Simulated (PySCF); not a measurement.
SMILES C(=O)[NH3+] (CH4NO (cation, charge +1)), singlet at its B3LYP/def2-SVP optimised geometry (Å):

```
7

N      0.1085    -0.7444     0.0000
C     -0.4683     0.7175     0.0000
O     -1.1430     1.0482     0.8948
H     -0.1994    -1.2754    -0.8327
H      1.1430    -0.7444     0.0000
H     -0.2223    -1.2360     0.8476
H     -0.1405     1.2754    -0.8999
```

Computed with B3LYP/def2-TZVP run with PySCF. Cells within 0.4 Å of a nucleus heavier than hydrogen are left out (blank, or x).

Map of the electron localisation function on the plane z = 0.0 Å:

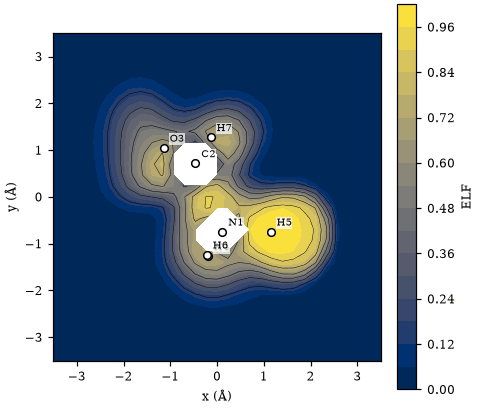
Figure: Electron localisation function on the plane z = 0.0 Å.
